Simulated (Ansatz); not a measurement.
# BF2 (SMILES F[B]F): UHF/STO-3G

Aim: the electronic atomisation energy of BF2 at UHF/STO-3G, from 3 runs. 

The calculation is run with Ansatz 0.2.0.

36 further runs of the same task are left out: 36 set aside as unsound or not needed.

### 1 The structure to begin with

The species is BF2 (3 atoms), meant as a doublet with charge 0. As SMILES, `F[B]F`. The shape is that of a PBE0-D4/def2-TZVP optimisation.

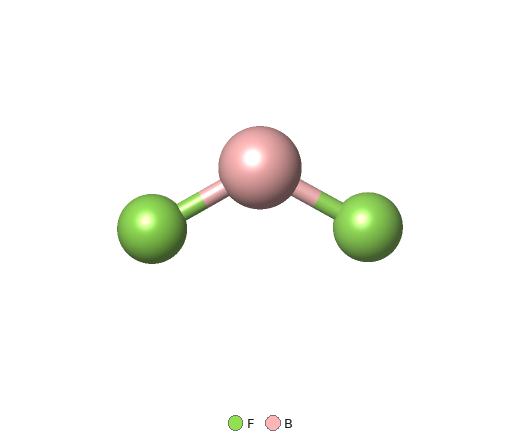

Viewed from a chosen angle; fluorine green, boron pink.

### 2 A single-point energy at UHF/STO-3G

run.yaml reads:

```yaml
basis:
  gaussian:
    orbitals: STO-3G
crystal:
  periodic: [false, false, false]
  atoms:
    - {symbol: F, position_ang: [0.513100, -1.044300, 0.160000]}
    - {symbol: B, position_ang: [0.279000, 0.240500, 0.181300]}
    - {symbol: F, position_ang: [-0.802900, 0.738900, -0.354600]}
magnetization:
  spin_polarized: true
  initial_magnetization: 1
hamiltonian:
  xc: hf
accuracy: high
```

The run is started by

```console
$ ansatz run run.yaml --threads 1 --pin off --max-ram 2610MiB --events-out events.jsonl --progress --plain --runs-dir runs
```

Output:

```text
Warning: RAYON_NUM_THREADS=1 ignored (pool sized by the plan → 1); use --threads N
Functional definition: HF
  name "HF"
  exchange = exact_x
  correlation = 0
250 factors; integrals over basis functions are off by at most 3.9e-8 eV
mean field evaluation 1: about -5997.3301 eV, gradient 1.6e1 eV
mean field evaluation 2: about -5997.4035 eV, gradient 1.6e1 eV
mean field evaluation 4: about -5999.4685 eV, gradient 1.7e0 eV
mean field evaluation 8: about -5999.5240 eV, gradient 2.3e-2 eV
mean field -5999.52397262 eV, -220.4784393702 hartree, gradient 1.4e-8 eV, S^2 0.753576; 0 other end points of the search recorded, 0 dependent functions left out
reference -5999.52397262 eV, -220.4784393702 hartree; 12, 11 occupied and 3, 4 virtual orbitals, 250 factors
Total energy: -5999.52397262 eV, -220.4784393702 hartree
```

It took 0.08 s on 1 thread of Intel Xeon Platinum 8488C (Sapphire Rapids), shared host.

### 3 The B atom at the same level

molecule.yaml reads:

```yaml
crystal:
  periodic: [false, false, false]
  atoms:
    - {symbol: B, position_ang: [0.000000, 0.000000, 0.000000]}
basis:
  gaussian: {orbitals: STO-3G}
total_charge: 0
magnetization: {spin_polarized: true, initial_magnetization: 1}
hamiltonian: {xc: hf}
accuracy: high
```

Run the same way, it converges to -24.14899 Eh (log not shown).

### 4 The F atom

run.yaml reads:

```yaml
crystal:
  periodic: [false, false, false]
  atoms:
    - {symbol: F, position_ang: [0.000000, 0.000000, 0.000000]}
basis:
  gaussian: {orbitals: STO-3G}
magnetization: {spin_polarized: true, initial_magnetization: 1}
hamiltonian: {xc: hf}
accuracy: high
```

Run the same way, it converges to -97.98651 Eh (log not shown).

### 5 Results

At UHF/STO-3G:

| quantity | value |
| --- | --- |
| molecule: total energy | -220.47844 Eh |
| molecule: ⟨S²⟩ | 0.754 |
| B atom: total energy | -24.14899 Eh |
| B atom: ⟨S²⟩ | 0.750 |
| F atom: total energy | -97.98651 Eh |
| F atom: ⟨S²⟩ | 0.750 |
| electronic atomisation energy | 9.699 eV |

In words: Taking the molecule apart into free atoms costs 9.70 eV (224 kcal/mol), before zero-point energy and without spin-orbit coupling. Hartree–Fock lacks the correlation of the bonding pairs, which as a rule makes this value much too low; in minimal bases other errors can mask that. In a minimal basis such a difference can be off by several eV, whatever the method.
